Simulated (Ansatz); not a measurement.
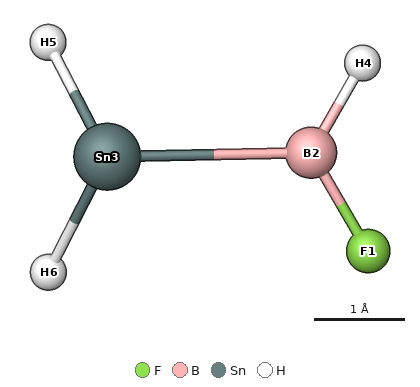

The starting structure (ball-and-stick view, seen on its broad side; atoms are numbered from 1 in the order of the input). Sticks mark near contacts. Bond lengths as drawn: B–F 1.30 Å, B–H 1.17 Å, B–Sn 2.33 Å and H–Sn 1.74 Å.

Geometry relaxation of SnBH3F

- system: SnBH3F, multiplicity 2
- method: UKS PBE0/def2-SVP (Ansatz 0.2.0)

It belongs to a series of runs on one base structure; here: end point B relaxed. Figures and captions count atoms from 1; the log counts them from 0 in places.

**Input**
```yaml
crystal:
  periodic: [false, false, false]
  atoms:
    - { symbol: F, position_ang: [-1.35672, -1.41804, 0.80656] }
    - { symbol: B, position_ang: [-0.69781, -0.90594, -0.18851] }
    - { symbol: Sn, position_ang: [0.16323, 1.25649, -0.03547] }
    - { symbol: H, position_ang: [-0.67475, -1.50864, -1.19107] }
    - { symbol: H, position_ang: [-0.25649, 2.00539, -1.55154] }
    - { symbol: H, position_ang: [-0.97016, 2.16846, 0.92319] }
magnetization:
  spin_polarized: true
  initial_magnetization: 1
basis:
  gaussian: { orbitals: def2-SVP }
hamiltonian:
  xc: pbe0
relax:
  f_tol: 0.015
  max_steps: 40
```

Command:
```bash
ansatz run input.yaml --threads 1 --pin off --max-ram 2048MiB --backend cpu --events-out ev --progress --plain --runs-dir out
```

**The program's output**
```
The last accepted step is kept in [file] (removed where the run ends without a failure and the disk answers)
Engine: ansatz 0.2.0, x86_64-unknown-linux-gnu
Functional definition: PBE0
  parameter a = 0.25
  parameter kappa = 0.804
  parameter beta = 0.06672455060314922
  exchange = (1 - a)*pbe_x(kappa = kappa, mu = beta*pi^2/3) + a*exact_x
  correlation = pbe_c(beta = beta)
840 factors; integrals over basis functions are off by at most 2.9e-4 eV
mean field evaluation 1: about -9265.3869 eV, gradient 1.6e1 eV
mean field evaluation 2: about -9264.8231 eV, gradient 2.2e1 eV
mean field evaluation 4: about -9266.5588 eV, gradient 9.1e-1 eV
mean field evaluation 8: about -9266.5970 eV, gradient 3.1e-2 eV
mean field evaluation 16: about -9266.5970 eV, gradient 3.0e-5 eV
mean field -9266.59698838 eV, -340.5411581981 hartree, gradient 3.0e-5 eV, S^2 0.756369; 0 other end points of the search recorded, 0 dependent functions left out
the calculation of the forces begins
reference -9266.59701574 eV, -340.5411592034 hartree; 20, 19 occupied and 49, 50 virtual orbitals, 840 factors
relax step   1: F+E_penalty+E_count = -9266.59698838 eV  Δ(F+E_penalty+E_count) = +0.000e0 eV  max|allowed force component| = 1.169e0 eV/Å  Δτ_max = 0.0000 Å  (29 SCF iters, accepted)
these checks for a lower state are left out or cut short: starts, cluster_reference, orbital_swaps, neighbouring_geometries, increment
840 factors; integrals over basis functions are off by at most 3.3e-4 eV
mean field -9266.77568627 eV, -340.5477252242 hartree, gradient 1.1e-5 eV, S^2 0.755950; 0 other end points of the search recorded, 0 dependent functions left out
the calculation of the forces begins
reference -9266.77571392 eV, -340.5477262403 hartree; 20, 19 occupied and 49, 50 virtual orbitals, 840 factors
relax step   2: F+E_penalty+E_count = -9266.77568627 eV  Δ(F+E_penalty+E_count) = -1.787e-1 eV  max|allowed force component| = 5.328e-1 eV/Å  Δτ_max = 0.1948 Å  (34 SCF iters, accepted)
these checks for a lower state are left out or cut short: starts, cluster_reference, orbital_swaps, neighbouring_geometries, increment
840 factors; integrals over basis functions are off by at most 3.3e-4 eV
mean field evaluation 32: about -9266.7745 eV, gradient 1.8e-5 eV
mean field -9266.77451523 eV, -340.5476821893 hartree, gradient 2.1e-5 eV, S^2 0.755543; 0 other end points of the search recorded, 0 dependent functions left out
the calculation of the forces begins
reference -9266.77454334 eV, -340.5476832224 hartree; 20, 19 occupied and 49, 50 virtual orbitals, 840 factors
relax step   3: F+E_penalty+E_count = -9266.77451523 eV  Δ(F+E_penalty+E_count) = +1.171e-3 eV  max|allowed force component| = 1.054e0 eV/Å  Δτ_max = 0.1133 Å  (32 SCF iters, rejected (line search))
these checks for a lower state are left out or cut short: starts, cluster_reference, orbital_swaps, neighbouring_geometries, increment
840 factors; integrals over basis functions are off by at most 3.4e-4 eV
mean field -9266.81821238 eV, -340.5492880299 hartree, gradient 1.3e-5 eV, S^2 0.755674; 0 other end points of the search recorded, 0 dependent functions left out
the calculation of the forces begins
reference -9266.81824030 eV, -340.5492890561 hartree; 20, 19 occupied and 49, 50 virtual orbitals, 840 factors
relax step   4: F+E_penalty+E_count = -9266.81821238 eV  Δ(F+E_penalty+E_count) = -4.253e-2 eV  max|allowed force component| = 3.319e-1 eV/Å  Δτ_max = 0.0566 Å  (33 SCF iters, accepted)
these checks for a lower state are left out or cut short: starts, cluster_reference, orbital_swaps, neighbouring_geometries, increment
840 factors; integrals over basis functions are off by at most 3.4e-4 eV
mean field -9266.84926901 eV, -340.5504293401 hartree, gradient 1.7e-5 eV, S^2 0.755146; 0 other end points of the search recorded, 0 dependent functions left out
the calculation of the forces begins
reference -9266.84929787 eV, -340.5504304007 hartree; 20, 19 occupied and 49, 50 virtual orbitals, 840 factors
relax step   5: F+E_penalty+E_count = -9266.84926901 eV  Δ(F+E_penalty+E_count) = -3.106e-2 eV  max|allowed force component| = 1.020e-1 eV/Å  Δτ_max = 0.1000 Å  (31 SCF iters, accepted)
these checks for a lower state are left out or cut short: starts, cluster_reference, orbital_swaps, neighbouring_geometries, increment
840 factors; integrals over basis functions are off by at most 3.3e-4 eV
mean field -9266.85275822 eV, -340.5505575664 hartree, gradient 1.0e-5 eV, S^2 0.755044; 0 other end points of the search recorded, 0 dependent functions left out
the calculation of the forces begins
reference -9266.85278714 eV, -340.5505586291 hartree; 20, 19 occupied and 49, 50 virtual orbitals, 840 factors
relax step   6: F+E_penalty+E_count = -9266.85275822 eV  Δ(F+E_penalty+E_count) = -3.489e-3 eV  max|allowed force component| = 4.119e-2 eV/Å  Δτ_max = 0.0317 Å  (34 SCF iters, accepted)
these checks for a lower state are left out or cut short: starts, cluster_reference, orbital_swaps, neighbouring_geometries, increment
840 factors; integrals over basis functions are off by at most 3.3e-4 eV
mean field -9266.85289159 eV, -340.5505624676 hartree, gradient 1.0e-5 eV, S^2 0.754678; 0 other end points of the search recorded, 0 dependent functions left out
the calculation of the forces begins
reference -9266.85292061 eV, -340.5505635340 hartree; 20, 19 occupied and 49, 50 virtual orbitals, 840 factors
relax step   7: F+E_penalty+E_count = -9266.85289159 eV  Δ(F+E_penalty+E_count) = -1.334e-4 eV  max|allowed force component| = 1.074e-1 eV/Å  Δτ_max = 0.0555 Å  (33 SCF iters, accepted)
these checks for a lower state are left out or cut short: starts, cluster_reference, orbital_swaps, neighbouring_geometries, increment
840 factors; integrals over basis functions are off by at most 3.2e-4 eV
mean field evaluation 64: about -9266.8537 eV, gradient 3.4e-3 eV
mean field -9266.85372856 eV, -340.5505932257 hartree, gradient 2.3e-5 eV, S^2 0.754806; 0 other end points of the search recorded, 0 dependent functions left out
the calculation of the forces begins
reference -9266.85375759 eV, -340.5505942924 hartree; 20, 19 occupied and 49, 50 virtual orbitals, 840 factors
relax step   8: F+E_penalty+E_count = -9266.85372856 eV  Δ(F+E_penalty+E_count) = -8.370e-4 eV  max|allowed force component| = 9.953e-3 eV/Å  Δτ_max = 0.0208 Å  (27 SCF iters, accepted)
```

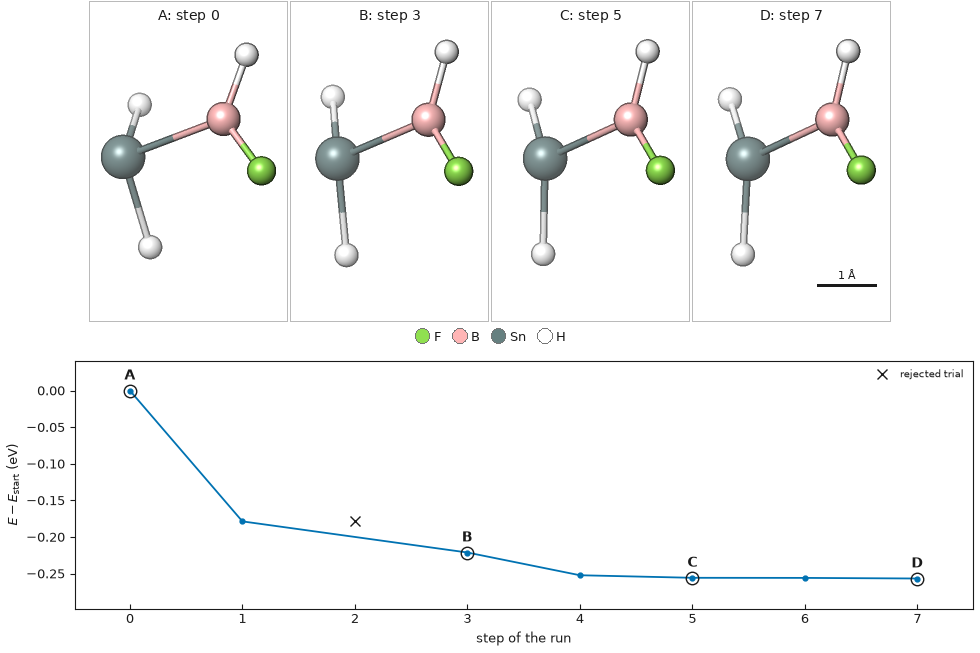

Frames of the relaxation (ball-and-stick view, seen at a tilt) above the curves, on which the letters mark them (the first geometry is step 0 here and step 1 in the log).

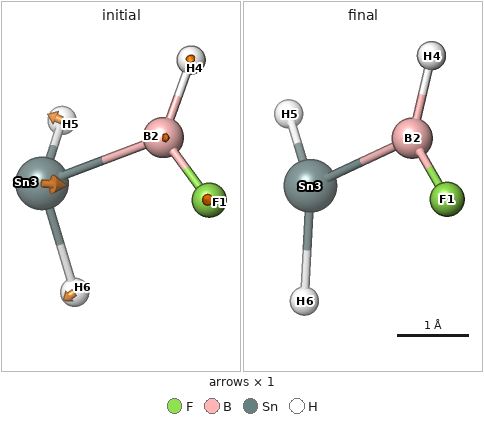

Before (left) and after (right) the relaxation, at one scale (ball-and-stick view, seen at a tilt). The orange arrows give the displacements, at true length. The largest move after the best rigid fit is that of Sn3, 0.41 Å. Largest moves by element: Sn 0.41 Å, H 0.24 Å, F 0.15 Å, B 0.11 Å. Among the contacts that change: B2–Sn3 2.333 → 2.225 Å, B2–H4 1.170 → 1.211 Å, Sn3–H5 1.742 → 1.713 Å, F1–B2 1.299 → 1.320 Å. Among the angles that change: B2–Sn3–H6 106.3° → 121.7°, B2–Sn3–H5 104.6° → 118.7°, H5–Sn3–H6 95.6° → 109.5°. Over 7 geometry steps the energy falls by 0.257 eV. Largest force component: 1.2 eV/Å at the start, 0.01 eV/Å at the end. The line search rejected the trial step at point 2 (counted from 0) and went back. (Atoms are counted from 1 in the order of the input.)

```
840 factors; integrals over basis functions are off by at most 3.2e-4 eV
mean field -9266.85372856 eV, -340.5505932257 hartree, gradient 2.3e-5 eV, S^2 0.754806; 1 other end points of the search recorded, 0 dependent functions left out
the calculation of the forces begins
reference -9266.85375759 eV, -340.5505942924 hartree; 20, 19 occupied and 49, 50 virtual orbitals, 840 factors
Total energy: -9266.85375759 eV, -340.5505942924 hartree
Atom 0 at    -1.259093    -1.513869     0.871366 Å, force    -0.003119    -0.003989     0.004869 eV/Å
Atom 1 at    -0.800452    -0.915664    -0.212465 Å, force    -0.002376     0.006441     0.007832 eV/Å
Atom 2 at    -0.229128     1.233022    -0.137466 Å, force    -0.000291    -0.005789     0.006640 eV/Å
Atom 3 at    -0.610773    -1.581900    -1.206093 Å, force     0.004829     0.003415    -0.008849 eV/Å
Atom 4 at    -0.038633     2.086130    -1.611225 Å, force     0.000257     0.002285    -0.009953 eV/Å
Atom 5 at    -0.854621     2.290002     1.059043 Å, force     0.000700    -0.002363    -0.000538 eV/Å
Dipole moment:     0.051505     0.050044    -0.083501 e Å
```

**Trajectory as extended XYZ (Å, eV, eV/Å), 8 frames, from step=1 to step=8**
```
6
Properties=species:S:1:pos:R:3:forces:R:3 step=1 energy=-9266.59699
F    -1.3567   -1.4180    0.8066   -0.2072  -0.2579   0.6742
B    -0.6978   -0.9059   -0.1885    0.2488   1.1687   0.3336
Sn    0.1632    1.2565   -0.0355   -0.8741  -0.2288  -0.2149
H    -0.6747   -1.5086   -1.1911    0.2110  -0.5788  -0.9718
H    -0.2565    2.0054   -1.5515    0.3625  -0.0665  -0.0804
H    -0.9702    2.1685    0.9232    0.2589  -0.0367   0.2592
6
Properties=species:S:1:pos:R:3:forces:R:3 step=2 energy=-9266.77569
F    -1.2777   -1.4563    0.8543   -0.0410   0.2018  -0.1830
B    -0.7979   -0.8512   -0.2227    0.3080  -0.4770   0.3938
Sn   -0.0268    1.2579   -0.0780   -0.5328   0.2223  -0.2692
H    -0.6311   -1.5446   -1.2023   -0.1051   0.0826  -0.1401
H    -0.1139    1.9995   -1.6689    0.1029  -0.0117   0.4264
H    -0.9452    2.1925    1.0807    0.2680  -0.0181  -0.2280
6
Properties=species:S:1:pos:R:3:forces:R:3 step=3 energy=-9266.77451 accepted=F
F    -1.3780   -1.4531    0.8249    0.6721   0.3387  -0.4659
B    -0.7034   -0.9082   -0.1972   -1.0541  -0.3219   0.2170
Sn   -0.1054    1.2616   -0.1110   -0.0844   0.1207  -0.0705
H    -0.5940   -1.6039   -1.1975    0.2864   0.1708   0.2274
H    -0.1393    2.0573   -1.6693    0.0203  -0.1353   0.3970
H    -0.8726    2.2441    1.1133    0.1598  -0.1728  -0.3051
6
Properties=species:S:1:pos:R:3:forces:R:3 step=4 energy=-9266.81821
F    -1.2765   -1.4506    0.8615    0.0025   0.0609  -0.1413
B    -0.7851   -0.8699   -0.2218    0.0898  -0.3319   0.2185
Sn   -0.0804    1.2484   -0.0939   -0.2649   0.1998  -0.1851
H    -0.6297   -1.5608   -1.2087   -0.0454   0.0709  -0.0066
H    -0.0944    2.0218   -1.6536    0.0518   0.0100   0.2812
H    -0.9266    2.2088    1.0797    0.1662  -0.0097  -0.1667
6
Properties=species:S:1:pos:R:3:forces:R:3 step=5 energy=-9266.84927
F    -1.2557   -1.4954    0.8712    0.0154  -0.0245   0.0614
B    -0.7823   -0.9069   -0.2097   -0.0633   0.0448  -0.0825
Sn   -0.1756    1.2460   -0.1243   -0.0312  -0.1020  -0.0148
H    -0.6412   -1.5780   -1.2112    0.0538   0.0380   0.0294
H    -0.0436    2.0721   -1.6247   -0.0038   0.0214   0.0437
H    -0.8943    2.2600    1.0618    0.0291   0.0222  -0.0372
6
Properties=species:S:1:pos:R:3:forces:R:3 step=6 energy=-9266.85276
F    -1.2647   -1.5049    0.8702    0.0195   0.0188  -0.0101
B    -0.7935   -0.9112   -0.2114   -0.0383  -0.0412   0.0204
Sn   -0.1946    1.2327   -0.1315   -0.0226   0.0011   0.0085
H    -0.6190   -1.5818   -1.2049    0.0193   0.0052  -0.0147
H    -0.0519    2.0873   -1.6099    0.0159   0.0034  -0.0271
H    -0.8689    2.2755    1.0507    0.0061   0.0127   0.0231
6
Properties=species:S:1:pos:R:3:forces:R:3 step=7 energy=-9266.85289
F    -1.2515   -1.5211    0.8722   -0.0173  -0.0385   0.0530
B    -0.8003   -0.9217   -0.2123    0.0018   0.1074  -0.0424
Sn   -0.2496    1.2366   -0.1389    0.0131  -0.0560  -0.0097
H    -0.6145   -1.5846   -1.2095    0.0164   0.0151   0.0058
H    -0.0259    2.0861   -1.6117   -0.0138  -0.0057   0.0155
H    -0.8509    2.3025    1.0633   -0.0001  -0.0222  -0.0221
6
Properties=species:S:1:pos:R:3:forces:R:3 step=8 energy=-9266.85373
F    -1.2591   -1.5139    0.8714   -0.0031  -0.0040   0.0049
B    -0.8005   -0.9157   -0.2125   -0.0024   0.0064   0.0078
Sn   -0.2291    1.2330   -0.1375   -0.0003  -0.0058   0.0066
H    -0.6108   -1.5819   -1.2061    0.0048   0.0034  -0.0088
H    -0.0386    2.0861   -1.6112    0.0003   0.0023  -0.0100
H    -0.8546    2.2900    1.0590    0.0007  -0.0024  -0.0005
```

**Key numbers**

```tsv
quantity	value
outcome	converged
total energy	−9266.8538 eV
mean-field energy	−9266.8538 eV
⟨S²⟩	0.755
largest force (length of the vector) at the end	0.011 eV/Å
hardware	1 thread of Intel Xeon (Sapphire Rapids), 64 GiB of memory available, shared host
wall time	26 s
peak memory	0.2 GiB
```
